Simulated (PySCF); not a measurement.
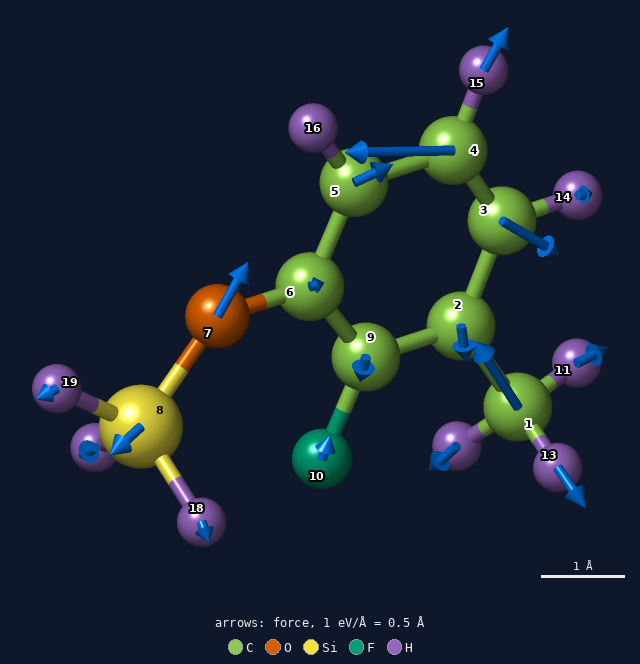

Starting geometry of C7H9FOSi with the computed forces as blue arrows. A ball-and-stick model, seen at a tilt.

The start comes from GFN2-xTB. Its atoms were then displaced at random by about 0.01 Å.

These are results of PBE0-D3(BJ)/def2-SVP geometry optimisation, gas phase in PySCF, not measurements. 

### What follows when this structure is relaxed?

It isn't relaxed: the largest force vector, on a C atom, is 3.12 eV/Å. The final displacements follow the starting forces only in part (cosine between the two patterns 0.37). An H atom moves most after the best rigid fit: 0.17 Å. Largest moves by element: H 0.17 Å, O 0.07 Å, F 0.07 Å, C 0.05 Å, Si 0.03 Å. Among the contacts that change: O–Si 1.625 → 1.684 Å, C–C 1.345 → 1.394 Å, H–Si 1.452 → 1.490 Å, C–H 1.068 → 1.102 Å. Among the angles between lasting bonds that change: O–Si–H 97.9° → 103.3°, C–C–H 106.9° → 111.1°, C–C–H 123.2° → 119.9°. Over 5 geometry steps the energy falls by 31.5 kJ/mol.
